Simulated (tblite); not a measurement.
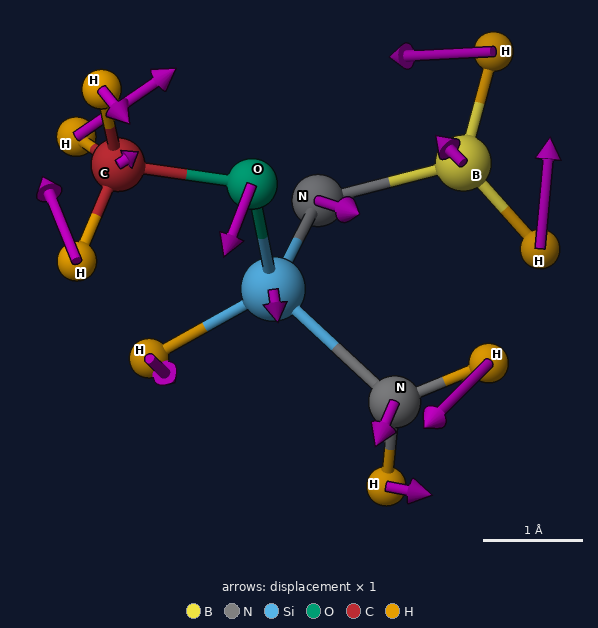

A relaxation of CH₈BN₂OSi (multiplicity 2). The starting structure is drawn; purple arrows show the displacements, at their true length. The two geometries are superimposed by the best rigid fit.

The picture is a ball-and-stick view, seen at a tilt.

All numbers below come from tblite, GFN2-xTB geometry optimisation, gas phase. 

What did the optimiser do to the structure, and how much energy did it gain?

The energy falls by 40.8 kcal/mol in 167 geometry steps. The largest moves after the best rigid fit, 1.37 Å, are those of H atoms. By element the largest moves are H 1.37 Å, O 0.81 Å, N 0.71 Å, B 0.47 Å, Si 0.36 Å, C 0.26 Å. Among the contacts that change: B–N 1.532 → 1.320 Å, O–Si 1.733 → 1.626 Å, N–Si 1.798 → 1.700 Å, H–N 1.040 → 1.008 Å. Among the angles between lasting bonds that change: B–N–Si 109.7° → 174.7°, Si–O–C 108.7° → 126.5°, Si–N–H 109.9° → 116.9°. Groups turn about O–Si by about 45°, N–Si by about 35°. The run took 0.83 s on 1 thread of Arm Neoverse V2 (shared host).
